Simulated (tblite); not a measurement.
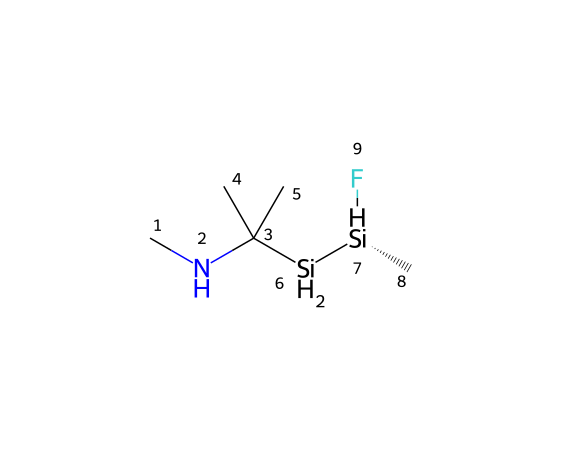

A structural formula, with wedges where it has stereocentres; small numbers name the atoms. The configuration is that of a computed structure (GFN2-xTB).

> What are the Cahn–Ingold–Prelog descriptors?

Si7: S.
